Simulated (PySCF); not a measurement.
# H12Si5: the cost of one run

Programs: PySCF 2.14.0, with density-fitted response routines of our own. Each step states its level of theory. These are calculated values for one molecule, in the gas phase or a continuum, unless marked as measured. Atoms are numbered from 0 throughout.

### 1 Starting geometry

17 atoms, charge 0, multiplicity 1; geometry from: GFN2-xTB. The atoms were then displaced at random by about 0.01 Å, so the start is not that level's minimum.

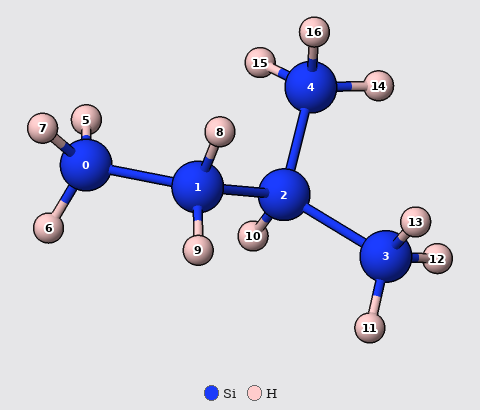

As it starts; silicon blue, hydrogen pink, atoms numbered.

### 2 Relaxing the molecule at PBE0-D3(BJ)/def2-TZVP

What the job is given:

```
{"job": {"xc": "PBE0", "basis": "def2-TZVP", "d3": "d3bj", "grid": 2, "shake": 0.01, "kind": "geom"}, "charge": 0, "multiplicity": 1}
Si    -2.937000    -1.335060    -0.136530
Si    -0.735180    -1.349170     0.478310
Si     0.649610     0.295170    -0.433260
Si     2.968220    -0.237170    -0.399410
Si     0.230580     2.398470     0.447080
H     -3.406210     0.071340    -0.385790
H     -3.185080    -2.051280    -1.382480
H     -3.860950    -1.865120     0.847740
H     -0.633850    -1.241510     1.967500
H     -0.168250    -2.680580     0.216600
H      0.280420     0.371540    -1.849640
H      3.250330    -1.455790    -1.142110
H      3.767850     0.820620    -0.957900
H      3.375990    -0.465570     0.983870
H      1.333040     3.336370     0.259170
H     -0.955780     3.055990    -0.105570
H      0.009750     2.343600     1.901540
```

The run is started by

```sh
OMP_NUM_THREADS=2 python probes_run.py task.json out
```

This one command runs all jobs of the session in turn.

**Question.** How long does this first job take on 2 threads of AMD EPYC 9B45, shared host, and how much memory does it need?

About 2.3 min, with a peak of 1.4 GiB.
